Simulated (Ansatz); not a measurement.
**Redistribution: C3H5F + C4H9Cl → C2H2ClF + C5H12**

Species: C3H5F `C/C=C/F`, singlet; C4H9Cl `CCCCCl`, singlet; C2H2ClF (1-chloro-2-fluoroethylene) `F/C=C/Cl`, singlet; C5H12 (pentane) `CCCCC`, singlet. The partners trade CH3 for Cl; both sit on C, so the bond types are kept.

Shapes, held fixed at every level: PBE0-D4/def2-TZVP. Flexible molecules stand in one conformer, not always the lowest. Programs: Ansatz 0.2.0. Electronic energies: no zero-point or thermal term.

```tsv
level	kind	ΔE (kJ/mol)	less CCSD(T)/CBS estimate
HF/def2-SVP	Hartree–Fock	+33.9	+6.1
r2SCAN0-D4/def2-TZVPP	global hybrid	+27.5	-0.3
wB97X-V/def2-TZVPP	range-separated hybrid	+26.7	-1.1
B2PLYP/def2-TZVPP	double hybrid	+27.7	-0.1
CCSD/def2-SVP	coupled cluster or CI	+23.5	-4.3
CCSD(T)/def2-TZVPP	coupled cluster or CI	+26.0	-1.8
CCSD/def2-TZVPP	coupled cluster or CI	+26.9	-0.9
CCSD(T)/CBS estimate	coupled cluster or CI	+27.8	0.0
```

The highest level, CCSD(T)/CBS estimate, gives ΔE = +27.8 kJ/mol; the levels span +23.5 to +33.9. The column of differences is taken from that level and isn't an error. No measured value is set beside it here. The CBS estimate extrapolates MP2 from def2-TZVPP and def2-QZVPP and adds CCSD(T) − MP2 in the triple-zeta set, cores frozen.

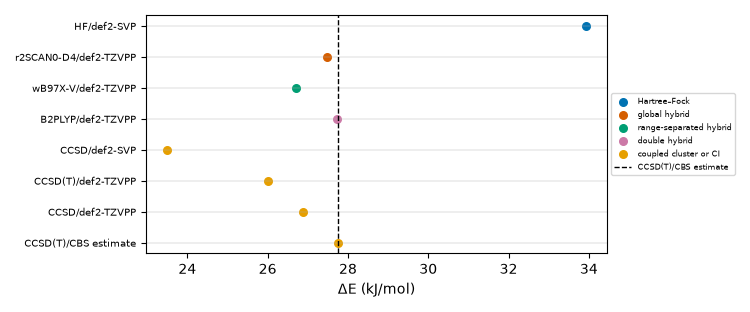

The values of the table, level by level.
